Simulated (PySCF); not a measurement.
# doublet [C2H4F2]+: levels of theory compared

Aim: a comparison of 6 runs (U-r2SCAN/6-311+G**, U-revPBE/6-311+G**, UBHLYP/6-311+G**, UBLYP/6-311+G**, UCAM-B3LYP/6-311+G**, UTPSS/6-311+G**) of doublet [C2H4F2]+. The job is set up through a Python script.

The results are computed with PySCF 2.14.0.

2 further runs of the same task are left out: 2 set aside as unsound or not needed.

## Step 1: The structure to begin with

[C2H4F2]+ has 8 atoms, charge +1, and is taken as a doublet. As SMILES of the parent species, `CC(F)F`. The shape is that of a PBE0-D4/def2-TZVP optimisation. That shape belongs to the parent species and isn't relaxed for this state.

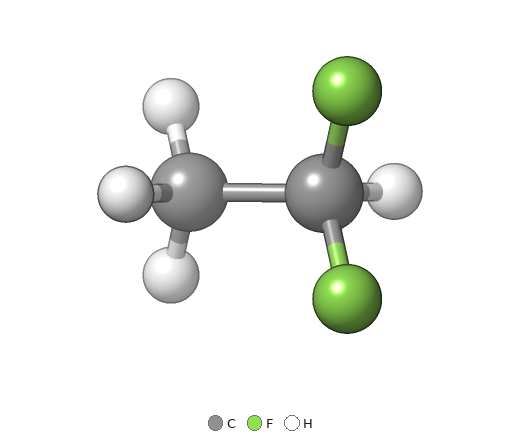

Viewed from a chosen angle; carbon grey, fluorine green, hydrogen white.

## Step 2: The energy at U-r2SCAN/6-311+G(d,p) (run 1)

job.py reads:

```python
from pyscf import gto, dft

system = gto.Mole()
system.atom = '''
C    0.003300   0.777600   0.023300
C   -0.052000  -0.718200  -0.008200
F    0.925500  -1.243400   0.779100
F    0.168200  -1.172100  -1.271900
H    0.981400   1.111900  -0.325400
H   -0.157200   1.132800   1.041800
H   -0.771000   1.190600  -0.624000
H   -1.006100  -1.136400   0.329500
'''
system.max_memory = 1860
system.verbose = 3
system.spin = 1
system.basis = '6-311+g**'
system.charge = 1
system.build()

calc0 = dft.UKS(system, xc='r2scan')
calc0.grids.level = 5
calc0.conv_tol = 1e-10
calc0.kernel()
if not calc0.converged:
    calc0 = calc0.newton().run(calc0.mo_coeff, calc0.mo_occ)

energy = calc0.e_tot
print('E(%s) = %.9f' % ('R2SCAN', energy))
```

Started as:

```
OMP_NUM_THREADS=1 python job.py
```

The program printed:

```text
WARN: HOMO -0.366086903034201 >= LUMO -0.366086903034198

converged SCF energy = -277.822638108724  <S^2> = 0.7528537  2S+1 = 2.0028517
E(R2SCAN) = -277.822638109
```

It took 2.3 min on 1 thread of Arm Neoverse V1, shared host; peak memory 0.66 GiB.

## Step 3: The energy at U-revPBE/6-311+G(d,p) (run 2)

mol.xyz reads:

```xyz
8

C      0.003300     0.777600     0.023300
C     -0.052000    -0.718200    -0.008200
F      0.925500    -1.243400     0.779100
F      0.168200    -1.172100    -1.271900
H      0.981400     1.111900    -0.325400
H     -0.157200     1.132800     1.041800
H     -0.771000     1.190600    -0.624000
H     -1.006100    -1.136400     0.329500
```

input.py reads:

```python
from pyscf import gto, dft

mol = gto.M(
    atom='mol.xyz',
    basis='6-311+g**',
    max_memory=1860,
    charge=1,
    spin=1,
    verbose=3,
)

ks = dft.UKS(mol, xc='revpbe')
ks.conv_tol = 1e-10
ks.grids.level = 5
ks.kernel()
if not ks.converged:
    ks = ks.newton().run(ks.mo_coeff, ks.mo_occ)

e_final = ks.e_tot
print(f'total energy: {e_final:.8f} hartree')
```

Started as:

```
OMP_NUM_THREADS=1 python input.py
```

The program printed:

```text
WARN: HOMO -0.582721399914635 >= LUMO -0.581800037327397

converged SCF energy = -277.872527045106  <S^2> = 0.75133365  2S+1 = 2.0013332
total energy: -277.87252705 hartree
```

Wall time 51 s (1 thread of Arm Neoverse V1, shared host); peak memory 0.61 GiB.

## Step 4: The energy at UBHLYP/6-311+G(d,p) (run 3)

input.py reads:

```python
from pyscf import gto, dft

system = gto.M(
    atom='''
C    0.003300   0.777600   0.023300
C   -0.052000  -0.718200  -0.008200
F    0.925500  -1.243400   0.779100
F    0.168200  -1.172100  -1.271900
H    0.981400   1.111900  -0.325400
H   -0.157200   1.132800   1.041800
H   -0.771000   1.190600  -0.624000
H   -1.006100  -1.136400   0.329500
''',
    basis='6-311+g**',
    verbose=3,
    spin=1,
    max_memory=1860,
    charge=1,
)

mf = dft.UKS(system)
mf.xc = 'bhandhlyp'
mf.conv_tol = 1e-10
mf.grids.level = 5
mf.kernel()
if not mf.converged:
    mf = mf.newton().run(mf.mo_coeff, mf.mo_occ)

e_tot = mf.e_tot
print('E(%s) = %.9f' % ('BHLYP', e_tot))
```

Started as:

```
OMP_NUM_THREADS=1 python input.py
```

The program printed:

```text
converged SCF energy = -277.79954992442  <S^2> = 0.75666005  2S+1 = 2.006649
E(BHLYP) = -277.799549924
```

Run time: 73 s. Hardware: 1 thread of Arm Neoverse V1, shared host; peak memory 0.61 GiB.

Runs 4 to 5 aren't shown in full; the table further down has their settings and results.

## Step 5: The energy at UTPSS/6-311+G(d,p) (run 6)

run.py reads:

```python
from pyscf import gto, dft

mol = gto.M(
    atom='''
C        0.003300       0.777600       0.023300
C       -0.052000      -0.718200      -0.008200
F        0.925500      -1.243400       0.779100
F        0.168200      -1.172100      -1.271900
H        0.981400       1.111900      -0.325400
H       -0.157200       1.132800       1.041800
H       -0.771000       1.190600      -0.624000
H       -1.006100      -1.136400       0.329500
''',
    verbose=3,
    spin=1,
    max_memory=1860,
    basis='6-311+g**',
    charge=1,
)

myscf = dft.UKS(mol, xc='tpss')
myscf.conv_tol = 1e-10
myscf.grids.level = 5
myscf.kernel()
if not myscf.converged:
    myscf = myscf.newton().run(myscf.mo_coeff, myscf.mo_occ)

etot = myscf.e_tot
print(f'total energy: {etot:.8f} hartree')
```

Started as:

```
OMP_NUM_THREADS=1 python run.py
```

The program printed:

```text
WARN: HOMO -0.357324070002996 >= LUMO -0.357324070002999

converged SCF energy = -277.988154061693  <S^2> = 0.75214531  2S+1 = 2.0021442
total energy: -277.98815406 hartree
```

Wall time 2.2 min (1 thread of Arm Neoverse V1, shared host); peak memory 0.66 GiB.

## Step 6: The series

| run | level | energy (Eh) | HOMO energy (eV) | LUMO energy (eV) | ⟨S²⟩ | wall time |
| --- | --- | --- | --- | --- | --- | --- |
| 1 | U-r2SCAN/6-311+G** | -277.822638 | -17.03 | -15.78 | 0.753 | 2.3 min |
| 2 | U-revPBE/6-311+G** | -277.872527 | -16.56 | -15.63 | 0.751 | 51 s |
| 3 | UBHLYP/6-311+G** | -277.799550 | -19.90 | -14.26 | 0.757 | 73 s |
| 4 | UBLYP/6-311+G** | -277.907427 | -16.55 | -15.65 | 0.751 | 51 s |
| 5 | UCAM-B3LYP/6-311+G** | -277.846496 | -19.80 | -13.96 | 0.754 | 92 s |
| 6 | UTPSS/6-311+G** | -277.988154 | -16.80 | -15.65 | 0.752 | 2.2 min |

## Step 7: Summary of results

```
                                 quantity          value
                      run 6: total energy  -277.98815 Eh
run 6: HOMO energy (highest over α and β)      -16.80 eV
 run 6: LUMO energy (lowest over α and β)      -15.65 eV
                              run 6: ⟨S²⟩          0.752
```

What this shows: Totals of different functionals can't be ranked against each other. All runs together took 8.9 min, the longest 2.3 min.
